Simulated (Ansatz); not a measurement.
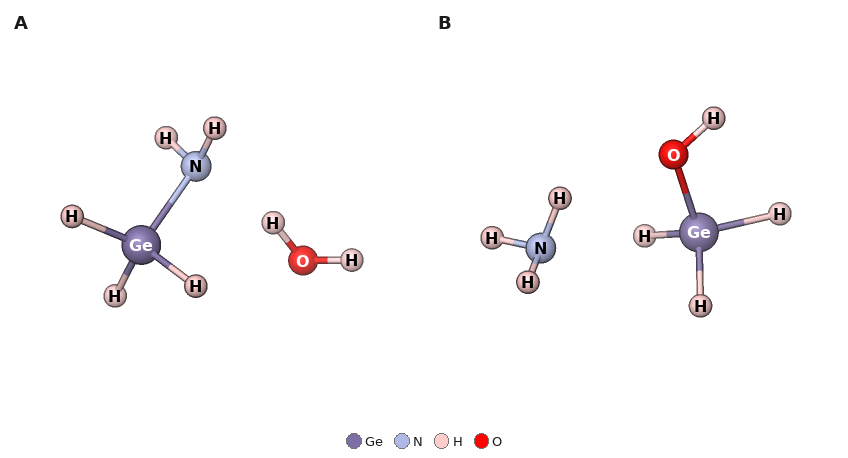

2 stationary structures of one formula. Geometries: PBE0-D4/def2-TZVP. Electronic energies: PBE-D4/def2-TZVPP (Ansatz 0.2.0), without zero-point energy. Each is one conformer, not always the lowest.

Question: Which is lowest in energy, and by how much?

Answer: B is lowest (a minimum); A lies 0.105 eV above it (a minimum).

Give E(B) − E(A) in eV at these levels too: ωB97X-V/def2-TZVPP; ωB97M-V/def2-SVP; CCSD(T)/CBS (MP2 limit from def2-TZVPP and def2-QZVPP plus CCSD(T) − MP2); BHLYP-D4/def2-TZVPP; SPW92 (LDA)/def2-SVP; PBE-D4/STO-3G; RHF-MP2 (frozen core)/def2-QZVPP; PBE0-D4/def2-SVP.

```csv
level,E(B) − E(A) (eV)
ωB97X-V/def2-TZVPP,−0.165
ωB97M-V/def2-SVP,−0.192
CCSD(T)/CBS (MP2 limit from def2-TZVPP and def2-QZVPP plus CCSD(T) − MP2),−0.115
BHLYP-D4/def2-TZVPP,−0.172
SPW92 (LDA)/def2-SVP,−0.126
PBE-D4/STO-3G,+0.056
RHF-MP2 (frozen core)/def2-QZVPP,−0.113
PBE0-D4/def2-SVP,−1.088
```
